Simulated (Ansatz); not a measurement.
**Nudged elastic band, with input and output: C₂H₈OSi₂ (part 2 of 2)**

Continued. System: C₂H₈OSi₂. Method: RKS PBE-D4/def2-SVP (Ansatz 0.2.0). It belongs to a series of runs on one base structure; here: band between the two ends.

Geometry of the input (Å):
```
C  -1.6904  0.1856  0.7309
Si 0.1738  0.3752  0.4981
Si 1.1926  -1.6079  -0.2691
C  0.4342  1.6923  -0.9137
O  -0.4542  1.9342  -1.7134
H  -2.1568  0.1674  -0.2752
H  -1.9618  -0.7404  1.2739
H  -2.1024  1.0539  1.2831
H  0.8969  0.8362  1.7405
H  2.6491  -1.3723  -0.5719
H  0.5076  -2.0702  -1.5281
H  1.0875  -2.6996  0.7643
H  1.4442  2.2112  -1.0046
```

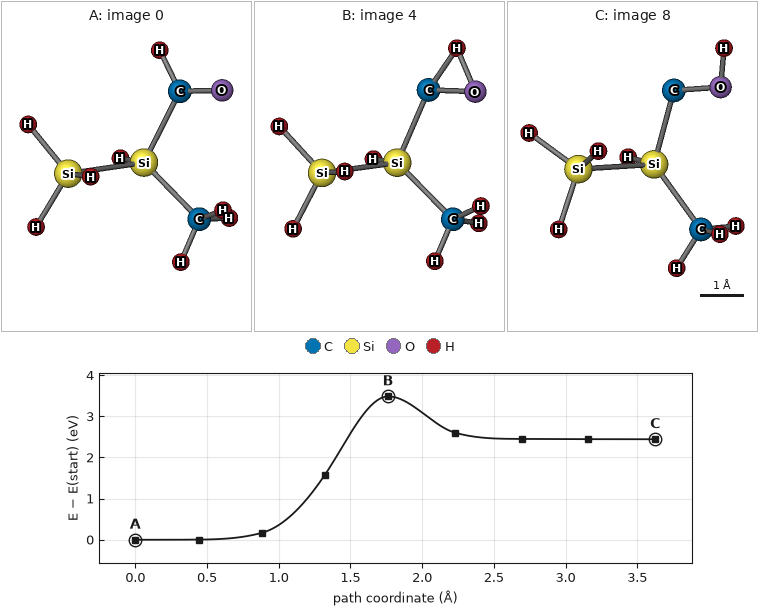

Images of the last band (counted from 0; ball-and-stick, seen at a tilt) above the energy along the path; the line is a cubic interpolation that uses the forces. The highest image is number 4, 3.485 eV above the start and 1.042 eV above the end (the climbing image); the end lies 2.444 eV above the start. The path is 3.62 Å long. The band converged in 22 iterations.

```
Total energy: -19981.34216761 eV, -734.3007808194 hartree
Atom 0 at    -1.655841     0.210063     0.738042 Å, force     0.004153    -0.002880    -0.000736 eV/Å
Atom 1 at     0.232295     0.332964     0.619674 Å, force     0.004361    -0.004447     0.006158 eV/Å
Atom 2 at     1.206791    -1.649285    -0.215343 Å, force    -0.003226    -0.002641    -0.000461 eV/Å
Atom 3 at     0.714358     1.647196    -0.722805 Å, force     0.007731     0.008161    -0.003485 eV/Å
Atom 4 at    -0.250925     1.956035    -1.597293 Å, force    -0.005989    -0.003431     0.001460 eV/Å
Atom 5 at    -2.070429     0.425750    -0.269618 Å, force     0.001183     0.002676    -0.002674 eV/Å
Atom 6 at    -2.006459    -0.790171     1.059483 Å, force    -0.002875     0.001505    -0.002298 eV/Å
Atom 7 at    -2.054703     0.966959     1.442528 Å, force    -0.000414     0.000072    -0.000359 eV/Å
Atom 8 at     0.904350     0.697674     1.917080 Å, force    -0.000402     0.000338     0.000543 eV/Å
Atom 9 at     2.699439    -1.512642    -0.343950 Å, force    -0.000216     0.002998     0.000908 eV/Å
Atom 10 at     0.626835    -1.959014    -1.570742 Å, force    -0.001366    -0.000610     0.000476 eV/Å
Atom 11 at     0.900979    -2.802158     0.706285 Å, force     0.000287    -0.001019     0.000372 eV/Å
Atom 12 at     0.773610     2.442133    -1.748441 Å, force    -0.003227    -0.000722     0.000096 eV/Å
Dipole moment:    -0.147654    -0.033378     0.080590 e Å
this run last wrote the band of iteration 22 to [file]
```

### The last band as extended XYZ (Å, eV, eV/Å)
```
13
Properties=species:S:1:pos:R:3:forces:R:3 image=0 energy=-19984.82760
C    -1.6904    0.1856    0.7309    0.0030   0.0014  -0.0039
Si    0.1738    0.3752    0.4981   -0.0045   0.0035  -0.0031
Si    1.1926   -1.6079   -0.2691    0.0003  -0.0033  -0.0027
C     0.4342    1.6923   -0.9137   -0.0025  -0.0016   0.0012
O    -0.4542    1.9342   -1.7134    0.0045  -0.0010   0.0048
H    -2.1568    0.1674   -0.2752    0.0014   0.0028   0.0016
H    -1.9618   -0.7404    1.2739    0.0003  -0.0009   0.0008
H    -2.1024    1.0539    1.2831   -0.0007  -0.0010   0.0006
H     0.8969    0.8362    1.7405   -0.0002   0.0005   0.0006
H     2.6491   -1.3723   -0.5719    0.0010   0.0002   0.0004
H     0.5076   -2.0702   -1.5281    0.0006  -0.0004   0.0010
H     1.0875   -2.6996    0.7643    0.0000   0.0000   0.0008
H     1.4442    2.2112   -1.0046   -0.0032  -0.0001  -0.0022
13
Properties=species:S:1:pos:R:3:forces:R:3 image=1 energy=-19984.82347
C    -1.6634    0.1918    0.7489   -0.0062   0.0102   0.0020
Si    0.1972    0.3902    0.4950   -0.0095  -0.0273  -0.0066
Si    1.2027   -1.6110   -0.2481    0.0015   0.0130  -0.0004
C     0.3890    1.6810   -0.9559    0.0035   0.0073   0.0054
O    -0.5390    1.8790   -1.7221    0.0045   0.0030  -0.0080
H    -2.1349    0.3229   -0.2470   -0.0084  -0.0075   0.0022
H    -1.9447   -0.7968    1.1597    0.0008  -0.0005   0.0085
H    -2.0553    0.9810    1.4212   -0.0036  -0.0012  -0.0005
H     0.9374    0.8729    1.7192    0.0020   0.0140  -0.0148
H     2.6929   -1.4460   -0.3893    0.0015   0.0005  -0.0095
H     0.6282   -1.9956   -1.5859   -0.0003  -0.0067  -0.0002
H     0.9330   -2.7280    0.7278    0.0038   0.0093   0.0000
H     1.3772    2.2242   -1.1087    0.0105  -0.0142   0.0218
13
Properties=species:S:1:pos:R:3:forces:R:3 image=2 energy=-19984.65995
C    -1.6291    0.2192    0.7242    0.0490   0.0054  -0.0053
Si    0.2549    0.3940    0.5462    0.0028   0.0941  -0.1415
Si    1.2143   -1.6279   -0.2156   -0.0047   0.0410  -0.0280
C     0.4098    1.7124   -0.9537   -0.4493  -0.0063  -0.2162
O    -0.6126    1.8117   -1.6107   -0.4229  -0.0830  -0.1266
H    -2.0611    0.4192   -0.2776    0.0135   0.0006   0.0042
H    -1.9524   -0.7866    1.0599    0.0994   0.0133   0.0150
H    -2.0412    0.9682    1.4305    0.0471   0.0143  -0.0046
H     0.9164    0.7572    1.8586    0.0520   0.1266  -0.1521
H     2.7102   -1.5041   -0.3367    0.0101  -0.0023  -0.0149
H     0.6446   -1.9635   -1.5688    0.0105  -0.0087  -0.0121
H     0.9071   -2.7722    0.7195   -0.0094   0.0614   0.0072
H     1.2594    2.3380   -1.3608    0.6019  -0.2563   0.6748
13
Properties=species:S:1:pos:R:3:forces:R:3 image=3 energy=-19983.24743
C    -1.6450    0.2166    0.7267    0.1758   0.1164  -0.0739
Si    0.2558    0.3546    0.5995    0.3332   0.2617  -0.2565
Si    1.2101   -1.6448   -0.2095   -0.0148   0.0222  -0.0021
C     0.5787    1.7163   -0.8734   -1.6973   0.8623  -1.8993
O    -0.4524    1.8458   -1.5608   -2.5629  -1.3613   0.4969
H    -2.0650    0.4248   -0.2790    0.0705   0.0489  -0.0257
H    -1.9915   -0.7881    1.0527    0.2090   0.0641  -0.0182
H    -2.0570    0.9659    1.4331    0.0586   0.0200  -0.0186
H     0.8993    0.7062    1.9172    0.0340   0.0527  -0.0234
H     2.7043   -1.5079   -0.3337    0.0048  -0.0050  -0.0032
H     0.6367   -1.9594   -1.5662    0.0048   0.0025  -0.0004
H     0.9049   -2.7980    0.7129    0.0018   0.0147   0.0017
H     1.0414    2.4336   -1.6048    3.3825  -0.0992   1.8226
13
Properties=species:S:1:pos:R:3:forces:R:3 image=4 energy=-19981.34213
C    -1.6558    0.2101    0.7380    0.0042  -0.0029  -0.0007
Si    0.2323    0.3330    0.6197    0.0044  -0.0044   0.0062
Si    1.2068   -1.6493   -0.2153   -0.0032  -0.0026  -0.0005
C     0.7144    1.6472   -0.7228    0.0077   0.0082  -0.0035
O    -0.2509    1.9560   -1.5973   -0.0060  -0.0034   0.0015
H    -2.0704    0.4258   -0.2696    0.0012   0.0027  -0.0027
H    -2.0065   -0.7902    1.0595   -0.0029   0.0015  -0.0023
H    -2.0547    0.9670    1.4425   -0.0004   0.0001  -0.0004
H     0.9043    0.6977    1.9171   -0.0004   0.0003   0.0005
H     2.6994   -1.5126   -0.3439   -0.0002   0.0030   0.0009
H     0.6268   -1.9590   -1.5707   -0.0014  -0.0006   0.0005
H     0.9010   -2.8022    0.7063    0.0003  -0.0010   0.0004
H     0.7736    2.4421   -1.7484   -0.0032  -0.0007   0.0001
13
Properties=species:S:1:pos:R:3:forces:R:3 image=5 energy=-19982.22369
C    -1.6837    0.1914    0.7519   -0.0773  -0.0559   0.0465
Si    0.1998    0.3215    0.6343   -0.0902  -0.0296   0.0413
Si    1.2070   -1.6452   -0.2122   -0.0060   0.0047  -0.0001
C     0.8472    1.5832   -0.6134    0.3766  -0.1903   0.3226
O    -0.0371    1.9842   -1.5216    0.6267   0.0884   0.2346
H    -2.0860    0.4090   -0.2600   -0.0443  -0.0484   0.0339
H    -2.0412   -0.8038    1.0744   -0.0991  -0.0414   0.0447
H    -2.0743    0.9601    1.4478   -0.0513  -0.0206   0.0215
H     0.8841    0.6755    1.9293   -0.0548  -0.0650   0.0351
H     2.6992   -1.5123   -0.3394   -0.0034   0.0047   0.0071
H     0.6291   -1.9601   -1.5684    0.0012  -0.0021   0.0011
H     0.8996   -2.8011    0.7066   -0.0027   0.0006  -0.0060
H     0.5764    2.5630   -2.0144   -0.5754   0.3551  -0.7822
13
Properties=species:S:1:pos:R:3:forces:R:3 image=6 energy=-19982.37648
C    -1.6981    0.1596    0.7813    0.0009  -0.0002   0.0014
Si    0.1894    0.3575    0.6222   -0.0077   0.0011   0.0056
Si    1.1884   -1.6124   -0.2338    0.0005   0.0009  -0.0071
C     0.9659    1.5984   -0.6152    0.0105  -0.0045  -0.0035
O     0.0782    2.0408   -1.4911    0.0065  -0.0121  -0.0076
H    -2.1573    0.1731   -0.2281   -0.0042  -0.0102   0.0025
H    -1.9797   -0.7899    1.2800    0.0035   0.0008   0.0095
H    -2.1290    0.9981    1.3653   -0.0020   0.0026  -0.0034
H     0.8418    0.6296    1.9534   -0.0009  -0.0021   0.0032
H     2.6889   -1.5261   -0.2699   -0.0006   0.0009   0.0037
H     0.6851   -1.8795   -1.6300    0.0027   0.0038  -0.0017
H     0.7945   -2.7860    0.6289   -0.0062   0.0050  -0.0029
H     0.5521    2.6024   -2.1482   -0.0030   0.0140   0.0003
13
Properties=species:S:1:pos:R:3:forces:R:3 image=7 energy=-19982.38211
C    -1.7119    0.1400    0.8301    0.0010   0.0004   0.0022
Si    0.1668    0.3732    0.6206   -0.0025  -0.0045  -0.0032
Si    1.1870   -1.5784   -0.2567    0.0029  -0.0037  -0.0032
C     0.9593    1.5716   -0.6382   -0.0032   0.0015  -0.0016
O     0.1033    2.0313   -1.5350    0.0021   0.0027   0.0033
H    -2.1913   -0.0180   -0.1570   -0.0008  -0.0022   0.0012
H    -1.9420   -0.7341    1.4732    0.0005   0.0008   0.0026
H    -2.1669    1.0391    1.2937   -0.0006   0.0006  -0.0007
H     0.8379    0.6586    1.9396    0.0000   0.0013   0.0001
H     2.6846   -1.5566   -0.1290    0.0004   0.0005   0.0023
H     0.8260   -1.7387   -1.7119    0.0017   0.0043  -0.0010
H     0.6596   -2.7855    0.4799   -0.0033   0.0024  -0.0003
H     0.6078    2.5630   -2.1945    0.0019  -0.0041  -0.0015
13
Properties=species:S:1:pos:R:3:forces:R:3 image=8 energy=-19982.38377
C    -1.7320    0.1296    0.8932    0.0033   0.0008  -0.0010
Si    0.1365    0.3905    0.6291   -0.0009  -0.0027   0.0030
Si    1.1933   -1.5310   -0.2797    0.0019  -0.0041  -0.0024
C     0.9425    1.5252   -0.6657   -0.0043  -0.0014   0.0014
O     0.1249    1.9805   -1.5983    0.0087   0.0052  -0.0035
H    -2.2339   -0.0936   -0.0697   -0.0008  -0.0007   0.0012
H    -1.9220   -0.7134    1.5891    0.0006   0.0023  -0.0020
H    -2.1961    1.0417    1.3210   -0.0003  -0.0010  -0.0003
H     0.8344    0.6972    1.9287   -0.0004   0.0002   0.0001
H     2.6640   -1.5872    0.0269   -0.0036   0.0008  -0.0010
H     1.0051   -1.5625   -1.7754    0.0005   0.0006   0.0028
H     0.5382   -2.7683    0.2868    0.0012   0.0039  -0.0006
H     0.6654    2.4569   -2.2713   -0.0059  -0.0041   0.0021
```

### Summary

| quantity | value |
| --- | --- |
| outcome | converged |
| barrier, forward | 3.486 eV |
| barrier, backward | 1.042 eV |
| wall time | 4.5 min (CPU time 8.4 min) |
| peak memory | 0.17 GiB |

### Notes

The order of the saddle point was not checked.
